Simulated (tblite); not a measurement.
# H10N3Si3: the cost of one run

Computed with tblite 0.8.0 and PySCF 2.14.0; each step states its level. No surroundings beyond the atoms listed, unless a continuum is named. Atoms count from 0, parts from 1.

## 1. The system as given

16 atoms, charge 0, multiplicity 2; geometry: distance geometry start.

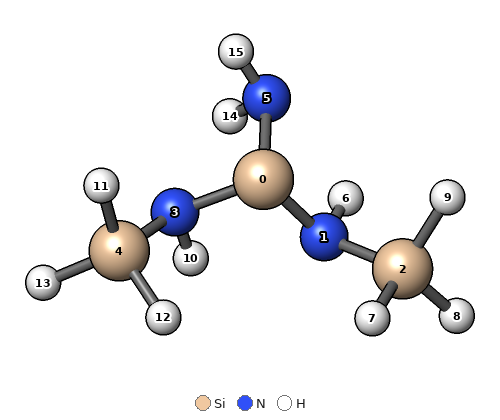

The starting geometry (silicon light orange, nitrogen blue, hydrogen white), atoms numbered.

## 2. Relaxing the cluster with GFN2-xTB

What the job is given:

```
{"job": {"kind": "relax", "xc": "GFN2-xTB", "basis": "xTB"}, "charge": 0, "multiplicity": 2}
Si     0.533826    -0.004093    -0.426772
N     -1.059263    -0.488303    -0.656003
Si    -1.107352    -2.178609    -0.642033
N      0.222981     1.306805     0.568095
Si     1.028590     1.093473     2.029474
N      0.570362     0.960694    -1.838908
H     -1.290782    -0.163443    -1.590486
H     -0.639472    -2.690284     0.663189
H     -2.481361    -2.590986    -0.900283
H     -0.241498    -2.705012    -1.732904
H     -0.777479     1.249076     0.744450
H      2.486130     1.063060     1.772544
H      0.598706    -0.164675     2.674160
H      0.679866     2.238063     2.905856
H      0.027378     1.783142    -1.568915
H      1.518082     1.318057    -1.956715
```

Method: GFN2-xTB geometry optimisation, gas phase.

Started as:

```console
OMP_NUM_THREADS=1 python cluster_run.py task.json out
```

One launch serves the whole session: the jobs run in the order shown.

**Question.** How long does this first job take on 1 thread of Arm Neoverse V2, shared host?

About 6.3 s.
